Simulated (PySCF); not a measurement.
## Electronic structure of C4H6F2OS in real space

```xyz
14

C    -2.3626   -0.2134    0.5452
C    -1.1182    0.1930   -0.1627
C    -0.0147    0.6443    0.4047
F     0.1377    0.8281    1.7276
S     1.4558    1.1604   -0.5546
O     1.0259    1.0963   -1.9473
C     2.3602   -0.4810   -0.3252
F     2.6455   -0.7046    0.9802
H    -2.2544   -0.0980    1.6203
H    -2.5961   -1.2523    0.3169
H    -3.1959    0.3969    0.2001
H    -1.1000    0.1212   -1.2415
H     1.7201   -1.2825   -0.7001
H     3.2959   -0.4189   -0.8858
```

Geometry: GFN2-xTB.

Level of theory: PySCF, PBE0/pcSseg-1, SCF density, gas phase, non-relativistic.

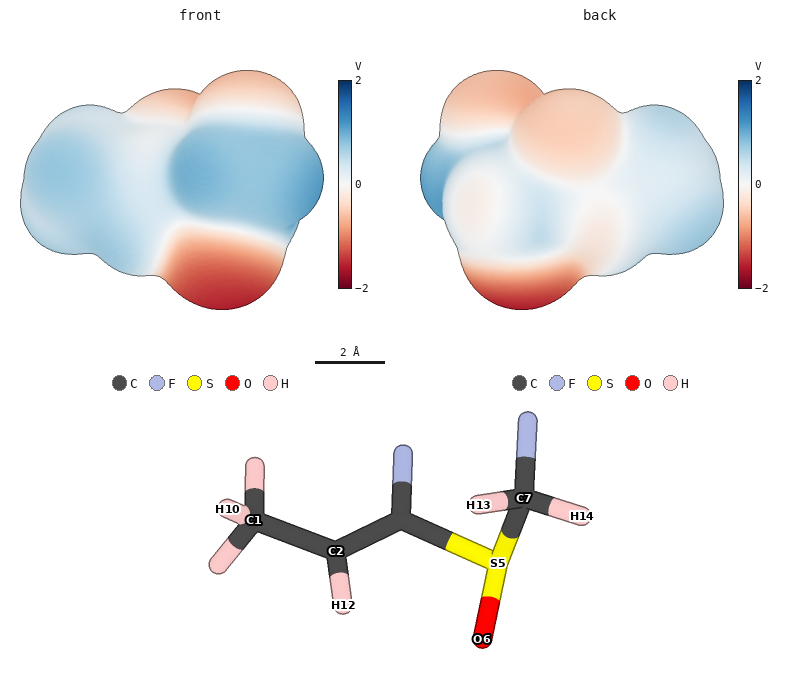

Figure 1. The molecular electrostatic potential painted on the density surface at 0.001 e/bohr³, seen from the front and from behind; the colour scale runs from red (negative) to blue (positive). The bare structure is drawn below in the same view.

Describe the electrostatic potential map.

Answer. The most negative region (about −1.6 V) lies over O6, the most positive (about +1.1 V) over S5, C7 and H14. O6 is the likeliest acceptor of a hydrogen bond.

What dipole moment does the calculation give?

Answer. Its dipole moment is 1.63 D.

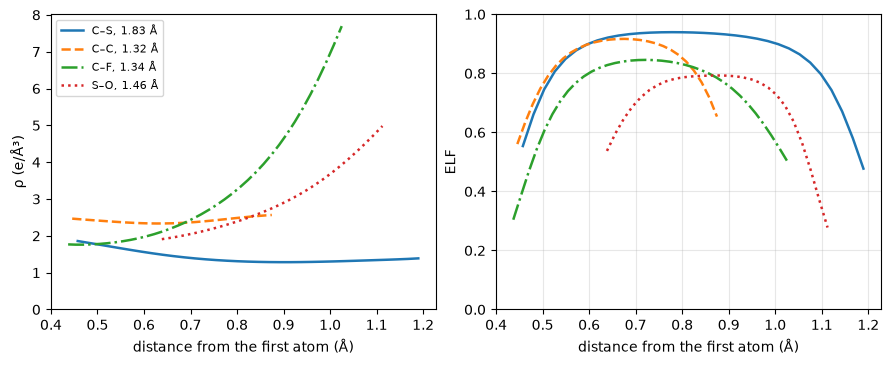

Figure 2. Electron density and electron localisation function along straight lines between neighbouring atoms. The curves leave out the atomic cores.

Compare the contacts.

Answer. C–S (1.83 Å): the density is about 1.3 e/Å³ at the midpoint; the ELF peaks at about 0.95 between the atoms, as expected for localised, covalent bonding.
C–C (1.32 Å): ρ is about 2.3 e/Å³ halfway; the ELF peaks at about 0.90 between the atoms; a short, multiple covalent bond.
C–F (1.34 Å): ρ at the midpoint is about 2.3 e/Å³, with its minimum of 1.8 e/Å³ about 0.5 Å from C; the ELF peaks at about 0.85 between the atoms; a polar covalent bond.
S–O (1.46 Å): the density is about 2.1 e/Å³ at the midpoint; the ELF peaks at about 0.80 between the atoms: a short, strongly polar bond.
